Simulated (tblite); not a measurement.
Si$_{2}$PH$_{5}$: geometry relaxation

The run: geometry relaxation of Si$_{2}$PH$_{5}$. Method and program: GFN2-xTB geometry optimisation, gas phase (tblite 0.8.0).

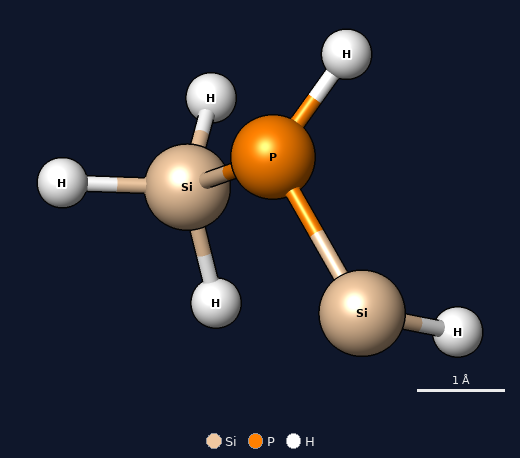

**Figure 1.** The input geometry (ball-and-stick view, seen at a tilt). Bond lengths as drawn: H–P 1.46 Å, H–Si 1.45 to 1.47 Å and P–Si 2.18 to 2.19 Å.

## Input
```
{"job": {"kind": "relax", "xc": "GFN2-xTB", "basis": "xTB"}, "charge": 0, "multiplicity": 1}
Si     2.202077    -0.545505     0.822097
P      0.624906     0.914114     0.439946
Si    -1.254033    -0.113380    -0.038145
H      2.476113    -1.216623    -0.453561
H      1.001425     1.931188    -0.543162
H     -2.187882     0.146858     1.063335
H     -1.904061     0.398193    -1.237294
H     -0.986634    -1.538135    -0.069509
```

The first line tells a small driver script what to run in tblite; the rest is the geometry in Å.

Machine: 1 CPU thread, shared host.

Launched with:
```bash
OMP_NUM_THREADS=1 python <driver script> task.json out
```

## The program's output
```
step      E/eV     max force
  0    -230.19655    1.808
  1    -230.27575    1.099
  2    -230.33959    0.996
  3    -230.36319    0.950
  4    -230.47353    0.607
  5    -230.48754    0.485
  6    -230.54186    0.356
  7    -230.55286    0.338
  8    -230.56710    0.290
  9    -230.57970    0.386
 10    -230.59968    0.466
 11    -230.61671    0.452
 12    -230.62864    0.360
 13    -230.63567    0.179
 14    -230.63848    0.151
 15    -230.64089    0.199
 16    -230.64543    0.262
 17    -230.65069    0.244
 18    -230.65523    0.202
 19    -230.65756    0.138
 20    -230.65869    0.105
 21    -230.65950    0.110
 22    -230.66124    0.179
 23    -230.66435    0.236
 24    -230.66911    0.284
 25    -230.67450    0.276
 26    -230.67978    0.197
 27    -230.68264    0.144
 28    -230.68387    0.108
 29    -230.68481    0.105
 30    -230.68602    0.134
 31    -230.68745    0.123
 32    -230.69014    0.081
 33    -230.69063    0.050
 34    -230.69093    0.041
 35    -230.69108    0.043
 36    -230.69141    0.049
 37    -230.69200    0.074
 38    -230.69337    0.116
 39    -230.69658    0.165
 40    -230.70104    0.224
 41    -230.70590    0.316
 42    -230.70757    0.310
 43    -230.71154    0.291
 44    -230.71483    0.136
 45    -230.71613    0.112
 46    -230.71857    0.179
 47    -230.72212    0.181
 48    -230.72527    0.121
 49    -230.72651    0.092
 50    -230.72702    0.062
 51    -230.72744    0.082
 52    -230.72800    0.080
 53    -230.72918    0.095
 54    -230.73159    0.112
 55    -230.73377    0.135
 56    -230.73593    0.103
 57    -230.73702    0.134
 58    -230.73537    0.209
 59    -230.73781    0.048
 60    -230.73799    0.048
 61    -230.73847    0.046
 62    -230.73866    0.043
 63    -230.73922    0.061
 64    -230.74034    0.081
 65    -230.73967    0.218
 66    -230.74278    0.125
 67    -230.74382    0.049
 68    -230.74361    0.128
 69    -230.74431    0.032
 70    -230.74439    0.025
 71    -230.74451    0.023
 72    -230.74459    0.027
 73    -230.74477    0.029
 74    -230.74487    0.020
 75    -230.74492    0.019
 76    -230.74496    0.018
 77    -230.74500    0.016
 78    -230.74505    0.018
 79    -230.74512    0.021
 80    -230.74525    0.025
 81    -230.74548    0.038
 82    -230.74587    0.050
 83    -230.74630    0.061
 84    -230.74359    0.251
 85    -230.74675    0.048
 86    -230.74708    0.043
 87    -230.74773    0.162
 88    -230.74834    0.046
 89    -230.74894    0.074
 90    -230.74862    0.239
 91    -230.74977    0.106
 92    -230.75008    0.121
 93    -230.74970    0.243
 94    -230.75056    0.139
 95    -230.75076    0.152
 96    -230.75062    0.244
 97    -230.75129    0.172
 98    -230.75155    0.172
 99    -230.75204    0.262
100    -230.75316    0.173
101    -230.75405    0.174
102    -230.75495    0.255
103    -230.75675    0.170
104    -230.75816    0.155
105    -230.75724    0.265
106    -230.76008    0.133
107    -230.76081    0.135
108    -230.76092    0.174
109    -230.76241    0.133
110    -230.76284    0.133
111    -230.76371    0.129
112    -230.76415    0.125
113    -230.76589    0.106
114    -230.76759    0.152
115    -230.76931    0.175
116    -230.76954    0.302
117    -230.77216    0.205
118    -230.77439    0.141
119    -230.77922    0.131
120    -230.78271    0.248
121    -230.78948    0.284
122    -230.79848    0.268
123    -230.80887    0.276
124    -230.81530    0.366
125    -230.82304    0.265
126    -230.82791    0.192
127    -230.83395    0.139
128    -230.83983    0.203
129    -230.84233    0.132
130    -230.84365    0.125
131    -230.84530    0.117
132    -230.84721    0.098
133    -230.84886    0.073
134    -230.84951    0.095
135    -230.84982    0.068
136    -230.85014    0.051
137    -230.85058    0.036
138    -230.85077    0.041
139    -230.85091    0.032
140    -230.85103    0.031
141    -230.85117    0.026
142    -230.85129    0.031
143    -230.85138    0.046
144    -230.85147    0.061
145    -230.85160    0.064
146    -230.85180    0.062
147    -230.85210    0.056
148    -230.85246    0.059
149    -230.85289    0.081
150    -230.85344    0.085
151    -230.85391    0.092
152    -230.85407    0.053
153    -230.85433    0.026
154    -230.85443    0.027
155    -230.85460    0.022
156    -230.85489    0.024
157    -230.85509    0.022
158    -230.85517    0.012
159    -230.85518    0.011
160    -230.85519    0.011
161    -230.85520    0.008
```

## Trajectory as extended XYZ (Å, eV, eV/Å), 26 of the 28 frames kept, from step=0 to step=161
```
8
Properties=species:S:1:pos:R:3:forces:R:3 step=0 energy=-230.19655
Si    2.2021   -0.5455    0.8221    0.3930  -0.3400   0.4950
P     0.6249    0.9141    0.4399    0.1790   1.7970  -0.0740
Si   -1.2540   -0.1134   -0.0381   -0.4390   0.3030  -0.2060
H     2.4761   -1.2166   -0.4536    0.0870  -0.1060  -0.5360
H     1.0014    1.9312   -0.5432   -0.5560  -1.3040   0.4900
H    -2.1879    0.1469    1.0633    0.1590   0.0080   0.0710
H    -1.9041    0.3982   -1.2373    0.1260  -0.0600  -0.1580
H    -0.9866   -1.5381   -0.0695    0.0520  -0.2970  -0.0830
8
Properties=species:S:1:pos:R:3:forces:R:3 step=6 energy=-230.54186
Si    2.1845   -0.5584    0.8255   -0.1210   0.0980   0.3010
P     0.6148    1.0557    0.6133   -0.0610  -0.2780   0.1350
Si   -1.2168   -0.0571   -0.0300   -0.0470   0.1460   0.0060
H     2.4537   -1.1533   -0.5125   -0.1210   0.1620  -0.2580
H     0.8889    1.6444   -0.5908    0.1050  -0.0460  -0.3380
H    -2.1367    0.1567    1.0767   -0.1080   0.0480   0.0940
H    -1.8384    0.3826   -1.2870    0.2330   0.0410   0.1210
H    -0.9782   -1.4938   -0.1115    0.1200  -0.1710  -0.0610
8
Properties=species:S:1:pos:R:3:forces:R:3 step=12 energy=-230.62864
Si    2.1339   -0.5704    0.8829   -0.0130  -0.1650  -0.3200
P     0.6044    1.0475    0.6209    0.0470   0.1620   0.0710
Si   -1.2218   -0.0647    0.0281    0.0120  -0.0930  -0.0450
H     2.3543   -0.9818   -0.5705   -0.0270   0.1590   0.3020
H     0.8877    1.4376   -0.6690    0.0990  -0.0190  -0.0870
H    -2.1686    0.1799    1.1124   -0.0120  -0.0830  -0.0510
H    -1.6925    0.4195   -1.2660   -0.0460   0.0890   0.0230
H    -0.9256   -1.4908   -0.1551   -0.0610  -0.0520   0.1070
8
Properties=species:S:1:pos:R:3:forces:R:3 step=18 energy=-230.65523
Si    2.0724   -0.6050    0.8741   -0.0660  -0.0810   0.1180
P     0.6211    1.0791    0.6075   -0.0480   0.0660  -0.0980
Si   -1.1984   -0.0724    0.0310    0.0240  -0.1690   0.0870
H     2.3374   -0.8906   -0.5654    0.0950  -0.0070  -0.1120
H     0.9380    1.3861   -0.7068    0.0010   0.0090   0.0500
H    -2.1808    0.1385    1.0907    0.0430  -0.0160   0.0120
H    -1.6775    0.4644   -1.2352   -0.0300  -0.0040  -0.0730
H    -0.9403   -1.5234   -0.1121   -0.0170   0.2010   0.0170
8
Properties=species:S:1:pos:R:3:forces:R:3 step=24 energy=-230.66911
Si    1.9843   -0.6674    0.8713   -0.1430   0.0850  -0.1300
P     0.6110    1.1007    0.5819    0.2050  -0.1260   0.0640
Si   -1.2007   -0.0661    0.0363    0.0030   0.1960  -0.0190
H     2.4043   -0.8599   -0.5646    0.0180   0.0460   0.1290
H     0.9612    1.3965   -0.7225   -0.0460   0.0010  -0.0360
H    -2.1622    0.1150    1.1111   -0.0580   0.0540   0.0810
H    -1.6901    0.4482   -1.2354   -0.0630   0.0120  -0.0460
H    -0.9358   -1.4904   -0.0944    0.0830  -0.2680  -0.0440
8
Properties=species:S:1:pos:R:3:forces:R:3 step=30 energy=-230.68602
Si    1.8594   -0.7395    0.8322    0.0420  -0.0920   0.0880
P     0.6377    1.1071    0.5627   -0.1260  -0.0180  -0.0080
Si   -1.2002   -0.0494    0.0418   -0.0050   0.0590  -0.0320
H     2.4888   -0.8050   -0.5216    0.0550   0.0190  -0.0340
H     0.9658    1.4016   -0.7465   -0.0240   0.0150  -0.0550
H    -2.1454    0.1122    1.1443    0.0390   0.0550  -0.0610
H    -1.7214    0.4337   -1.2400    0.0040  -0.0070   0.1310
H    -0.9128   -1.4840   -0.0893    0.0160  -0.0310  -0.0290
8
Properties=species:S:1:pos:R:3:forces:R:3 step=36 energy=-230.69141
Si    1.8478   -0.7663    0.8322    0.0260   0.0030   0.0200
P     0.6364    1.0906    0.5531    0.0050   0.0200  -0.0330
Si   -1.1987   -0.0551    0.0388   -0.0200  -0.0300  -0.0020
H     2.5276   -0.7925   -0.4999    0.0480   0.0050  -0.0090
H     0.9481    1.4136   -0.7577   -0.0070  -0.0380   0.0280
H    -2.1357    0.1391    1.1377   -0.0070  -0.0070   0.0210
H    -1.7483    0.4384   -1.2188   -0.0080   0.0170  -0.0150
H    -0.9053   -1.4911   -0.1015   -0.0360   0.0310  -0.0100
8
Properties=species:S:1:pos:R:3:forces:R:3 step=48 energy=-230.72527
Si    1.9416   -0.8706    0.7321    0.0180   0.0280  -0.0490
P     0.6464    0.9272    0.4063    0.0580  -0.0370   0.0220
Si   -1.3287   -0.0301    0.0496   -0.0760   0.0120   0.0000
H     3.0711   -0.4472   -0.1679   -0.0920   0.0070   0.0780
H     0.9237    1.0715   -0.9375    0.0280   0.0280  -0.0510
H    -2.1512    0.1457    1.2445    0.0600   0.0170  -0.0170
H    -1.9314    0.6416   -1.1022   -0.0040  -0.0200   0.0390
H    -1.1996   -1.4614   -0.2410    0.0070  -0.0340  -0.0240
8
Properties=species:S:1:pos:R:3:forces:R:3 step=54 energy=-230.73159
Si    1.9353   -0.9091    0.6833    0.0770  -0.0180  -0.0470
P     0.6549    0.8894    0.3643   -0.0010   0.0870  -0.0710
Si   -1.3442   -0.0320    0.0387   -0.0130  -0.0910   0.0570
H     3.1309   -0.3784   -0.0582   -0.0700  -0.0210   0.0570
H     0.9469    1.0612   -0.9799   -0.0300  -0.0400   0.0740
H    -2.1165    0.1506    1.2666    0.0540  -0.0010  -0.0160
H    -1.9887    0.6648   -1.0692   -0.0100   0.0060  -0.0390
H    -1.2467   -1.4697   -0.2619   -0.0070   0.0780  -0.0160
8
Properties=species:S:1:pos:R:3:forces:R:3 step=60 energy=-230.73799
Si    1.9538   -0.9397    0.6065    0.0130   0.0260  -0.0200
P     0.6570    0.8602    0.3182    0.0000   0.0060  -0.0060
Si   -1.3642   -0.0285    0.0362    0.0080   0.0140  -0.0160
H     3.1929   -0.2646    0.0959   -0.0160  -0.0320   0.0320
H     0.9526    0.9481   -1.0289   -0.0100  -0.0010  -0.0330
H    -2.0547    0.1539    1.3090   -0.0250  -0.0160   0.0010
H    -2.0380    0.7003   -1.0385    0.0110   0.0020   0.0360
H    -1.3275   -1.4529   -0.3147    0.0190   0.0020   0.0050
8
Properties=species:S:1:pos:R:3:forces:R:3 step=66 energy=-230.74278
Si    1.9582   -0.9541    0.4878   -0.1050  -0.0620   0.0260
P     0.6679    0.8586    0.2336    0.0060  -0.0040  -0.0030
Si   -1.3672   -0.0237    0.0343   -0.0030   0.0170   0.0510
H     3.2384   -0.2088    0.3298    0.1040   0.0500  -0.0070
H     0.9424    0.8696   -1.1235   -0.0200   0.0040  -0.0250
H    -2.0008    0.1257    1.3427    0.0080  -0.0240   0.0040
H    -2.1025    0.7455   -0.9637   -0.0180   0.0350  -0.0440
H    -1.3645   -1.4362   -0.3571    0.0270  -0.0150  -0.0020
8
Properties=species:S:1:pos:R:3:forces:R:3 step=72 energy=-230.74459
Si    1.9379   -0.9599    0.4387    0.0080   0.0010   0.0150
P     0.6730    0.8754    0.2031    0.0030  -0.0110  -0.0130
Si   -1.3636   -0.0152    0.0398   -0.0040   0.0030  -0.0270
H     3.2440   -0.2268    0.4168   -0.0120   0.0010  -0.0010
H     0.9213    0.8697   -1.1610   -0.0140  -0.0010   0.0080
H    -1.9822    0.1075    1.3579    0.0130  -0.0110   0.0040
H    -2.1226    0.7518   -0.9465    0.0020   0.0060   0.0060
H    -1.3360   -1.4258   -0.3651    0.0030   0.0130   0.0080
8
Properties=species:S:1:pos:R:3:forces:R:3 step=78 energy=-230.74505
Si    1.9498   -0.9589    0.4414    0.0000   0.0050   0.0130
P     0.6747    0.8668    0.1872    0.0020   0.0090   0.0000
Si   -1.3656   -0.0129    0.0369   -0.0030  -0.0010   0.0130
H     3.2454   -0.2075    0.4416   -0.0030  -0.0070  -0.0010
H     0.9113    0.8412   -1.1776    0.0070   0.0030  -0.0100
H    -1.9721    0.0977    1.3615    0.0100  -0.0030   0.0090
H    -2.1262    0.7704   -0.9337   -0.0100   0.0050  -0.0100
H    -1.3454   -1.4203   -0.3735   -0.0040  -0.0110  -0.0140
8
Properties=species:S:1:pos:R:3:forces:R:3 step=84 energy=-230.74359
Si    1.9583   -0.9324    0.3723    0.1880   0.1250   0.0740
P     0.6928    0.8819   -0.0057    0.0340   0.0040  -0.0410
Si   -1.3531   -0.0026    0.0245   -0.0950   0.0390   0.0100
H     3.1887   -0.1698    0.8199   -0.2100  -0.1180  -0.0700
H     0.8756    0.7305   -1.3745   -0.0390  -0.0020   0.0550
H    -1.7722   -0.0078    1.4355    0.0390   0.0000  -0.1760
H    -2.2323    0.8514   -0.7882    0.0950  -0.0910   0.1150
H    -1.3860   -1.3745   -0.5000   -0.0120   0.0440   0.0320
8
Properties=species:S:1:pos:R:3:forces:R:3 step=90 energy=-230.74862
Si    1.9657   -0.9074    0.3937    0.0690   0.2280   0.0190
P     0.7140    0.8969   -0.1242   -0.0160  -0.1840  -0.0310
Si   -1.3302   -0.0006    0.0031    0.0120   0.0650   0.1170
H     3.1152   -0.1323    0.9961   -0.1750  -0.0990  -0.0660
H     0.8463    0.6454   -1.4835    0.0090   0.0030   0.0450
H    -1.6425   -0.0775    1.4365    0.0230  -0.0100  -0.0900
H    -2.2733    0.8987   -0.6651    0.0600  -0.0400   0.0060
H    -1.4234   -1.3464   -0.5729    0.0170   0.0370   0.0010
8
Properties=species:S:1:pos:R:3:forces:R:3 step=96 energy=-230.75062
Si    1.9669   -0.8842    0.4269    0.0240   0.2420  -0.0190
P     0.7269    0.8923   -0.2099   -0.0380  -0.2180  -0.0280
Si   -1.3157    0.0012   -0.0135    0.0590   0.0470   0.1790
H     3.0497   -0.0786    1.1020   -0.1470  -0.0910  -0.0530
H     0.8382    0.5648   -1.5536    0.0320   0.0020   0.0280
H    -1.5353   -0.1322    1.4319    0.0010  -0.0170  -0.0510
H    -2.2914    0.9344   -0.5724    0.0330  -0.0030  -0.0420
H    -1.4674   -1.3209   -0.6278    0.0360   0.0370  -0.0150
8
Properties=species:S:1:pos:R:3:forces:R:3 step=102 energy=-230.75495
Si    1.9341   -0.8316    0.4975    0.0220   0.2460  -0.0630
P     0.7407    0.8791   -0.3686    0.0060  -0.2370  -0.0580
Si   -1.2916    0.0055   -0.0256    0.0740   0.0520   0.1510
H     2.9190    0.0264    1.2521   -0.1510  -0.0860  -0.0540
H     0.8482    0.4093   -1.6743   -0.0060   0.0140   0.1170
H    -1.3404   -0.2562    1.4207   -0.0370  -0.0050  -0.0660
H    -2.3021    1.0002   -0.3885    0.0580  -0.0380  -0.0240
H    -1.5360   -1.2560   -0.7297    0.0330   0.0530  -0.0030
8
Properties=species:S:1:pos:R:3:forces:R:3 step=108 energy=-230.76092
Si    1.8952   -0.7754    0.5587    0.0840   0.1340  -0.0740
P     0.7565    0.8457   -0.5034    0.0100  -0.1450  -0.0230
Si   -1.2614    0.0183   -0.0090   -0.0500   0.0300   0.0090
H     2.8227    0.1408    1.3084   -0.1180  -0.0550  -0.0120
H     0.8321    0.2174   -1.7421   -0.0130   0.0290   0.1050
H    -1.2335   -0.3770    1.4077   -0.0110   0.0090  -0.0680
H    -2.2670    1.0677   -0.2115    0.0950  -0.0850  -0.0100
H    -1.5727   -1.1608   -0.8252    0.0020   0.0820   0.0750
8
Properties=species:S:1:pos:R:3:forces:R:3 step=114 energy=-230.76759
Si    1.9806   -0.7436    0.5493    0.0440   0.0970  -0.0110
P     0.7645    0.7865   -0.5488   -0.0540  -0.1390   0.0290
Si   -1.2691    0.0275    0.0024   -0.0190   0.0910   0.0770
H     2.8282    0.2398    1.3033   -0.0880  -0.0430   0.0050
H     0.8067    0.0543   -1.7240    0.0000   0.0470  -0.0380
H    -1.2521   -0.4231    1.4030    0.0230   0.0120  -0.0810
H    -2.2318    1.1241   -0.1434    0.0980  -0.0510  -0.0080
H    -1.6552   -1.0888   -0.8582   -0.0050  -0.0140   0.0270
8
Properties=species:S:1:pos:R:3:forces:R:3 step=126 energy=-230.82791
Si    2.1112   -0.5721    0.4971    0.0190   0.0950   0.0220
P     0.7920    0.5945   -0.8596   -0.1350  -0.0410  -0.0310
Si   -1.1811    0.0423    0.0331   -0.0280   0.0270   0.0790
H     2.3401    0.5734    1.4397   -0.0300  -0.0650  -0.0020
H     0.7158   -0.3899   -1.8316    0.0450   0.0160  -0.0300
H    -0.9602   -0.8437    1.1872   -0.0480   0.0090   0.0020
H    -1.8766    1.2554    0.4815    0.1380  -0.1070  -0.0800
H    -1.9692   -0.6834   -0.9640    0.0410   0.0660   0.0400
8
Properties=species:S:1:pos:R:3:forces:R:3 step=132 energy=-230.84721
Si    2.1749   -0.4850    0.3921   -0.0080   0.0770   0.0560
P     0.7531    0.5723   -0.9417    0.0380   0.0150   0.0170
Si   -1.1436    0.0252    0.0789    0.0270   0.0240   0.0620
H     2.1250    0.5708    1.4588    0.0260  -0.0490  -0.0330
H     0.6720   -0.4437   -1.8728    0.0300  -0.0420  -0.0830
H    -0.9381   -1.0260    1.0851   -0.0130  -0.0030   0.0160
H    -1.6238    1.2426    0.7281   -0.0220  -0.0410  -0.0170
H    -2.0477   -0.4796   -0.9448   -0.0780   0.0180  -0.0190
8
Properties=species:S:1:pos:R:3:forces:R:3 step=138 energy=-230.85077
Si    2.2252   -0.4521    0.3676    0.0070  -0.0250   0.0120
P     0.7451    0.5467   -0.9435   -0.0060   0.0030  -0.0400
Si   -1.1552    0.0172    0.0853    0.0000   0.0140   0.0130
H     2.1429    0.5757    1.4510    0.0080   0.0200   0.0100
H     0.6859   -0.4710   -1.8808    0.0000   0.0040   0.0110
H    -0.9711   -1.0502    1.0794   -0.0080  -0.0020  -0.0160
H    -1.5971    1.2376    0.7563   -0.0060  -0.0280  -0.0050
H    -2.1038   -0.4273   -0.9316    0.0060   0.0120   0.0150
8
Properties=species:S:1:pos:R:3:forces:R:3 step=144 energy=-230.85147
Si    2.2233   -0.4509    0.3766   -0.0080  -0.0030   0.0070
P     0.7481    0.5308   -0.9553    0.0130   0.0130  -0.0110
Si   -1.1476    0.0207    0.0906   -0.0560   0.0010  -0.0260
H     2.1439    0.6032    1.4363    0.0120   0.0070   0.0020
H     0.6823   -0.5021   -1.8752   -0.0010  -0.0040   0.0120
H    -0.9791   -1.0592    1.0731    0.0070   0.0060  -0.0020
H    -1.5931    1.2384    0.7638    0.0260  -0.0210   0.0070
H    -2.1059   -0.4041   -0.9262    0.0070   0.0020   0.0110
8
Properties=species:S:1:pos:R:3:forces:R:3 step=150 energy=-230.85344
Si    2.2360   -0.4017    0.4005   -0.0410   0.0120  -0.0190
P     0.7440    0.4488   -1.0038   -0.0430  -0.0030   0.0170
Si   -1.1497    0.0240    0.0928    0.0730  -0.0180  -0.0400
H     2.1198    0.7315    1.3721    0.0260  -0.0010   0.0090
H     0.6721   -0.6549   -1.8383    0.0060   0.0040   0.0310
H    -1.0032   -1.1022    1.0242   -0.0070  -0.0090   0.0140
H    -1.4825    1.2335    0.8382    0.0030   0.0090   0.0010
H    -2.1647   -0.3023   -0.9020   -0.0160   0.0060  -0.0130
8
Properties=species:S:1:pos:R:3:forces:R:3 step=156 energy=-230.85489
Si    2.2206   -0.3798    0.4290   -0.0010   0.0100   0.0130
P     0.7403    0.3981   -1.0263   -0.0120  -0.0140  -0.0150
Si   -1.1495    0.0239    0.0873   -0.0120   0.0030   0.0070
H     2.1529    0.8254    1.3147    0.0130  -0.0030   0.0070
H     0.6768   -0.7594   -1.7856   -0.0120   0.0180   0.0050
H    -1.0346   -1.1085    1.0153    0.0050  -0.0100   0.0090
H    -1.4448    1.2375    0.8448    0.0170  -0.0050  -0.0130
H    -2.1897   -0.2605   -0.8955    0.0020   0.0010  -0.0130
8
Properties=species:S:1:pos:R:3:forces:R:3 step=161 energy=-230.85520
Si    2.2181   -0.3752    0.4402   -0.0010   0.0000  -0.0020
P     0.7370    0.3805   -1.0275    0.0020   0.0000   0.0030
Si   -1.1547    0.0233    0.0871    0.0030  -0.0050  -0.0050
H     2.1753    0.8505    1.2982    0.0000   0.0010   0.0000
H     0.6694   -0.7868   -1.7694    0.0010   0.0000  -0.0010
H    -1.0487   -1.1070    1.0193   -0.0010  -0.0010   0.0020
H    -1.4322    1.2446    0.8368   -0.0010   0.0050   0.0030
H    -2.1924   -0.2531   -0.9009   -0.0020   0.0000   0.0010
```

## Results in brief

```tsv
quantity	value
outcome	converged
total energy	−230.8552 eV
wall time	2.5 s
peak memory	0.18 GiB
```
